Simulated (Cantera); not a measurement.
A closed system holds: 1 mol CsOH, 0.07 mol H₂O, 0.015 mol H₂, at 0.150 bar.

These are equilibrium values from Cantera (NASA tables, ideal gas, pure condensed phases), not measurements of a reactor. Candidate condensed phases: Cs, CsOH, H₂O; 15 gas species. The numbers say what is thermodynamically allowed, not how fast it happens.

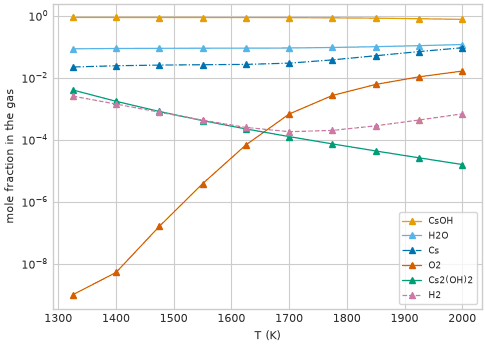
Figure. Equilibrium gas composition (values under 1e-9 drawn at 1e-9)

### Question
Read off the mole fractions at 1700 K.

### Answer
CsOH about 0.88, H₂O about 0.092, Cs about 0.030, O₂ about 0.00068, H₂ about 0.00018, Cs₂(OH)₂ about 0.00013.
